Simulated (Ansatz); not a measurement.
**AlBr2 (SMILES [Br][Al][Br]): UHF/cc-pVTZ**

Aim: the electronic atomisation energy of AlBr2 at UHF/cc-pVTZ, from 3 runs. 

The calculation is run with Ansatz 0.2.0.

14 further runs of the same task are left out: 14 set aside as unsound or not needed. Runs told in other sessions of the task aren't counted.

## 1. The molecule

AlBr2 has 3 atoms, charge 0, and is taken as a doublet. As SMILES, `[Br][Al][Br]`. The coordinates come from a PBE0-D4/def2-TZVP relaxation.

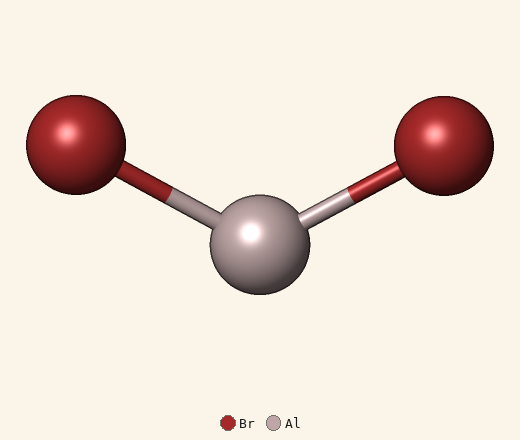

Viewed from a chosen angle; bromine red, aluminium light grey.

## 2. The energy at UHF/cc-pVTZ

The input, run.yaml:

```yaml
crystal:
  periodic: [false, false, false]
  atoms:
    - {symbol: Br, position_ang: [0.607000, 1.799800, 0.519400]}
    - {symbol: Al, position_ang: [0.569000, -0.451900, 0.265200]}
    - {symbol: Br, position_ang: [-1.186900, -1.412700, -0.797800]}
basis:
  gaussian:
    orbitals: cc-pVTZ
magnetization:
  spin_polarized: true
  initial_magnetization: 1
hamiltonian:
  xc: hf
accuracy: high
output: {orbitals: {seedname: orbitals}}
```

Launch:

```bash
$ ansatz run run.yaml --threads 1 --pin off --max-ram 2610MiB --events-out events.jsonl --progress --plain --runs-dir runs
```

The program printed:

```text
Warning: RAYON_NUM_THREADS=1 ignored (pool sized by the plan → 1); use --threads N
Functional definition: HF
  name "HF"
  exchange = exact_x
  correlation = 0
1722 factors; integrals over basis functions are off by at most 3.9e-9 eV
mean field evaluation 1: about -146585.6063 eV, gradient 1.0e1 eV
mean field evaluation 2: about -146585.7485 eV, gradient 1.1e1 eV
mean field evaluation 4: about -146586.9610 eV, gradient 1.8e0 eV
mean field evaluation 8: about -146587.0644 eV, gradient 2.8e-1 eV
mean field evaluation 16: about -146587.0670 eV, gradient 2.1e-8 eV
mean field -146587.06698719 eV, -5386.9753514966 hartree, gradient 2.5e-8 eV, S^2 0.754860; 0 other end points of the search recorded, 0 dependent functions left out
reference -146587.06698719 eV, -5386.9753514966 hartree; 42, 41 occupied and 78, 79 virtual orbitals, 1722 factors
Total energy: -146587.06698719 eV, -5386.9753514966 hartree
```

Run time: 9.9 s. Hardware: 1 thread of Arm Neoverse V2, shared host; peak memory 0.5 GiB.

## 3. The Al atom, same level

The input, input.yaml:

```yaml
crystal:
  periodic: [false, false, false]
  atoms:
    - {symbol: Al, position_ang: [0.000000, 0.000000, 0.000000]}
basis:
  gaussian: {orbitals: cc-pVTZ}
accuracy: high
magnetization: {spin_polarized: true, initial_magnetization: 1}
hamiltonian: {xc: hf}
```

Run the same way, it converges to -241.87905 Eh (log not shown).

## 4. The Br atom at the same level

The input, molecule.yaml:

```yaml
crystal:
  periodic: [false, false, false]
  atoms:
    - symbol: Br
      position_ang: [0.000000, 0.000000, 0.000000]
basis:
  gaussian: {orbitals: cc-pVTZ}
magnetization: {spin_polarized: true, initial_magnetization: 1}
hamiltonian: {xc: hf}
accuracy: high
```

Run the same way, it converges to -2572.44509 Eh (log not shown).

## 5. Outcome

Level: UHF/cc-pVTZ.

| quantity | value |
| --- | --- |
| molecule: total energy | -5386.97535 Eh |
| molecule: HOMO energy (highest over α and β) | -9.15 eV |
| molecule: LUMO energy (lowest over α and β) | 0.00 eV |
| molecule: ⟨S²⟩ | 0.755 |
| Al atom: total energy | -241.87905 Eh |
| Al atom: ⟨S²⟩ | 0.770 |
| Br atom: total energy | -2572.44509 Eh |
| Br atom: ⟨S²⟩ | 0.759 |
| electronic atomisation energy | 5.609 eV |

In words: Taking the molecule apart into free atoms costs 5.61 eV (541 kJ/mol), before zero-point energy and without spin-orbit coupling. Hartree–Fock lacks the correlation of the bonding pairs, which as a rule makes this value much too low; in minimal bases other errors can mask that.
